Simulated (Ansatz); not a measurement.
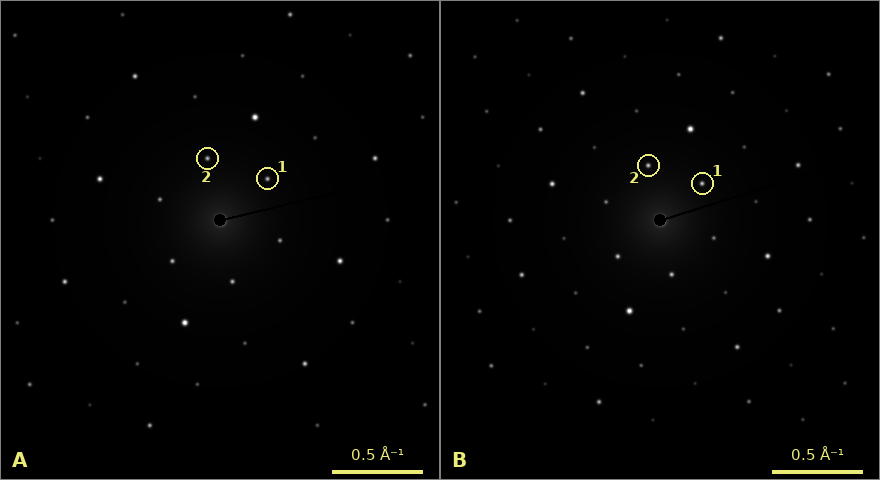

Kinematic electron diffraction patterns (200 kV, B = 0.5 Å², same scale) along [101] of the run's own cell, for the start and the end of one relaxation of NaAs3H4 with DFT, PAW plane waves, pbe in Ansatz 0.2.0. k mesh 6×6×6. The start is a generated model structure, and the relaxation ends in the nearest stationary point of its symmetry, not necessarily the ground state. Spot 1 is -1 -1 1 and spot 2 is 0 -1 0 in both.

Start structure:

```yaml
crystal:
  lattice:
    - [1.86416, 3.22883, 0.00000]
    - [-1.86416, 3.22883, 0.00000]
    - [0.00000, -2.15255, 9.39657]
  atoms:
    - { symbol: Na, position: [0.50000, 0.50000, 0.50000] }
    - { symbol: H, position: [0.09568, 0.09568, 0.28704] }
    - { symbol: H, position: [0.90432, 0.90432, 0.71296] }
    - { symbol: H, position: [0.29908, 0.29908, 0.89724] }
    - { symbol: H, position: [0.70092, 0.70092, 0.10276] }
    - { symbol: As, position: [0.22053, 0.22053, 0.66159] }
    - { symbol: As, position: [0.77947, 0.77947, 0.33841] }
    - { symbol: As, position: [0.00000, 0.00000, 0.00000] }
```

### Which pattern belongs to the start structure, and which to the relaxed one?

B is the start: its cell gives d(1) = 3.208 Å, d(2) = 3.208 Å and an angle of 61.3°. A is the relaxed structure, with d(1) = 2.845 Å (-11.3 %), d(2) = 2.845 Å (-11.3 %) and 60.6°.

### Name reflections whose intensity changes strongly on relaxation.

2 -1 -2 goes from 9.1 to 4.4 % of the strongest spot.

### What did the relaxation do to the structure and the energy?

The volume changed by +1.3 % to 14.32 Å³ an atom; with the mean shift removed, the atoms moved by up to 0.80 Å relative to the cell (H most); the space group stayed R-3m (No. 166); the free energy fell by 400 meV an atom. Relaxed cell: a = 3.295 Å, b = 3.295 Å, c = 12.336 Å, α = 97.67°, β = 97.67°, γ = 60.00°.
